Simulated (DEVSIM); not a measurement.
Structure: illuminated Si n-on-p cell, one wavelength, at 400 K.

```tsv
layer (left to right)	material	thickness (μm)	Nd (cm⁻³)	Na (cm⁻³)	τn (s)	τp (s)	absorption coefficient (cm⁻¹)
1	Si	0.590	2.2e18	-	1.3e-8	3.1e-8	5500
2	Si	280	-	1.8e16	4.5e-7	4.5e-7	5500
```

Left contact: ohmic, minority hole recombination velocity 20000 cm/s. Right contact: ohmic, minority electron recombination velocity 9e5 cm/s. Voltage is applied to the left contact. Recombination: SRH at mid-gap, radiative. Light enters at the left, 6e16 photons cm⁻² s⁻¹, one pass, no reflection. Mobility is μmin + (μ − μmin)/(1 + (N/Nref)^α).

Constants are typed, rounded textbook-type inputs, not results; the design itself was drawn at random and stands for no fabricated device. Values at 300 K; Nc and Nv go as T^1.5, mobilities as T to minus their exponent, the gap by Varshni's rule with the affinity fixed.

```csv
parameter,Si
gap (eV),1.124
affinity (eV),4.05
permittivity,11.7
Nc (cm⁻³),2.86e19
Nv (cm⁻³),3.1e19
μn (cm²/Vs),1417
μp (cm²/Vs),470
"μn,min",52
"μp,min",45
"Nref,n",9.7e16
"Nref,p",2.2e17
αn,0.68
αp,0.72
T exponent of μn,2.3
T exponent of μp,2.2
B (cm³/s),4.7e-15
Varshni α (eV/K),0.000473
Varshni β (K),636
```

Simulated with DEVSIM: 1D drift-diffusion, Boltzmann statistics, complete ionisation; no tunnelling, impact ionisation, image-force lowering or self-heating.

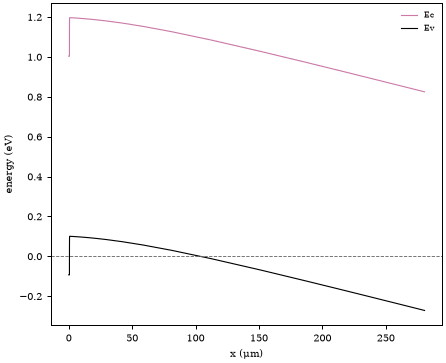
Figure. Band edges at -0.9 V on the left contact, in the dark

Energies count from the Fermi level of the right contact; mesh points crowd at the junctions.

| x (μm) | Ec (eV) | Ev (eV) | n (cm⁻³) | p (cm⁻³) | field (V/cm) |
|---|---|---|---|---|---|
| 0.000 | 1.003 | -0.093 | 2.2e18 | 6.5e13 | ≈ 0 |
| 0.03816 | 1.003 | -0.093 | 2.2e18 | 6.7e13 | ≈ 0 |
| 0.1379 | 1.003 | -0.093 | 2.2e18 | 7.2e13 | ≈ 0 |
| 0.3596 | 1.003 | -0.093 | 2.2e18 | 8.3e13 | ≈ 0 |
| 0.5416 | 1.003 | -0.093 | 2.2e18 | 9.3e13 | ≈ 0 |
| 0.5858 | 1.016 | -0.081 | 1.5e18 | 1.4e14 | 37000 |
| 0.6203 | 1.153 | 0.056 | 2.9e16 | 7.2e15 | 16000 |
| 0.7748 | 1.197 | 0.100 | 8.0e15 | 2.6e16 | 42 |
| 1.122 | 1.197 | 0.100 | 7.9e15 | 2.6e16 | ≈ 0 |
| 2.047 | 1.196 | 0.100 | 7.7e15 | 2.6e16 | ≈ 0 |
| 4.675 | 1.195 | 0.099 | 7.1e15 | 2.5e16 | ≈ 0 |
| 15.73 | 1.190 | 0.093 | 5.2e15 | 2.3e16 | ≈ 0 |
| 42.65 | 1.169 | 0.073 | 2.6e15 | 2.1e16 | ≈ 0 |
| 112.6 | 1.084 | -0.012 | 5.9e14 | 1.9e16 | -14 |
| 232.2 | 0.902 | -0.195 | 6.5e13 | 1.8e16 | -16 |
| 263.1 | 0.853 | -0.244 | 2.9e13 | 1.8e16 | -16 |
| 274.1 | 0.835 | -0.261 | 1.3e13 | 1.8e16 | -16 |
| 278.1 | 0.829 | -0.268 | 5.7e12 | 1.8e16 | -16 |
| 280.0 | 0.826 | -0.271 | 1.9e12 | 1.8e16 | -16 |
| 280.4 | 0.825 | -0.271 | 9.8e11 | 1.8e16 | -16 |
| 280.5 | 0.825 | -0.272 | 6.4e11 | 1.8e16 | -16 |
| 280.6 | 0.825 | -0.272 | 5.0e11 | 1.8e16 | -16 |
